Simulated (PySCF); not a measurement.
# C4H12AlN (AlEt2(NH2)): what the fields show

```yaml
atoms:
  - { symbol: Al, position_ang: [-0.0224, -0.0275, 0.0095] }
  - { symbol: C, position_ang: [1.8415, -0.0574, 0.6420] }
  - { symbol: C, position_ang: [2.3967, -1.4252, 1.0391] }
  - { symbol: H, position_ang: [1.9224, 0.6485, 1.4905] }
  - { symbol: H, position_ang: [2.4703, 0.3963, -0.1475] }
  - { symbol: H, position_ang: [3.4494, -1.3785, 1.3655] }
  - { symbol: H, position_ang: [1.8248, -1.8731, 1.8685] }
  - { symbol: H, position_ang: [2.3534, -2.1435, 0.2037] }
  - { symbol: C, position_ang: [-0.9499, 1.6075, -0.5742] }
  - { symbol: C, position_ang: [-2.3927, 1.4303, -1.0479] }
  - { symbol: H, position_ang: [-0.3421, 2.0831, -1.3672] }
  - { symbol: H, position_ang: [-0.9100, 2.3305, 0.2629] }
  - { symbol: H, position_ang: [-2.8555, 2.3799, -1.3661] }
  - { symbol: H, position_ang: [-2.4605, 0.7398, -1.9047] }
  - { symbol: H, position_ang: [-3.0346, 1.0128, -0.2546] }
  - { symbol: N, position_ang: [-0.9183, -1.5655, -0.0379] }
  - { symbol: H, position_ang: [-1.8777, -1.6733, -0.3482] }
  - { symbol: H, position_ang: [-0.5512, -2.4677, 0.2445] }
```

Geometry: PBE0-D3(BJ)/def2-SVP.

Method: PBE0/pcSseg-1 Al:pcSseg-2, SCF density, gas phase, non-relativistic (PySCF).

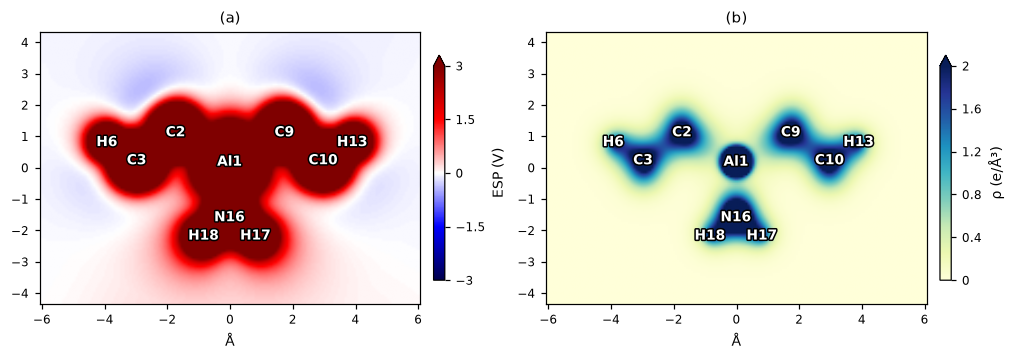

Figure 1. (a) electrostatic potential; (b) total electron density on the plane of atoms Al1, N16 and H18.

### Interpret the plot.

- The section cuts through Al, C, H and N sites.
- C–C (1.53 Å): ρ at the midpoint is about 1.6 e/Å³.
- Al–N (1.78 Å): the density is about 0.86 e/Å³ at the midpoint.
- C–Al (1.97 Å): the density is about 0.74 e/Å³ at the midpoint.
- N–H (1.01 Å): ρ is about 2.8 e/Å³ halfway.
- C–H (1.10 Å): ρ is about 1.9 e/Å³ halfway.
- Outside the dense part of the molecule the potential is most negative (−0.4 V) near C2 and C9.

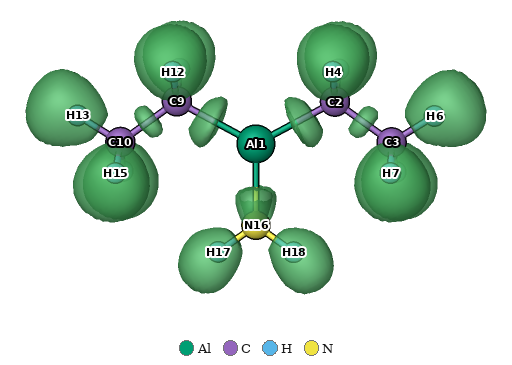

Figure 2. Isosurface of the electron localisation function at 0.85 (green), seen at a tilt. Core shells and regions of very low density are left out.

### Identify the bonds, lone pairs and shells in this picture.

The surface consists of two regions between bonded Al–C atoms (shared pairs), two regions between bonded C–C atoms (shared pairs), twelve regions around hydrogen nuclei and one lobe of the valence shell of N pointing towards Al. Along the contacts the grid gives the following. C–C (1.53 Å): the ELF peaks at about 0.95 between the atoms (a shared electron pair). Al–N (1.78 Å): the ELF peaks at about 0.90 in the valence shell of N, 0.7 Å from its nucleus, and is about 0.65 at the midpoint.

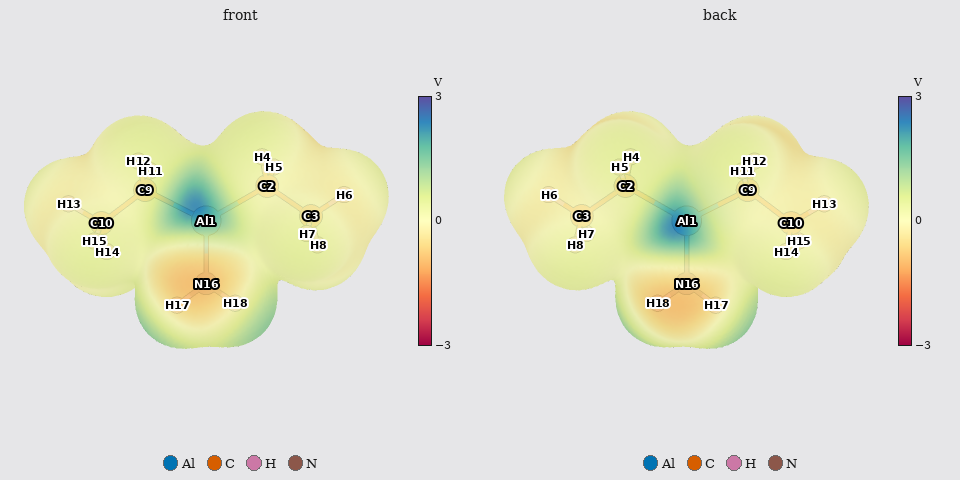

Figure 3. The molecular electrostatic potential painted on the density surface at 0.002 e/bohr³, seen from the front and from behind; the colour scale runs from red (negative) to blue (positive).

### Describe the electrostatic potential map.

The most negative region (about −0.9 V, or −21 kcal/mol for a unit charge) lies over N16, the most positive (about +2.2 V, or +51 kcal/mol for a unit charge) over Al1.
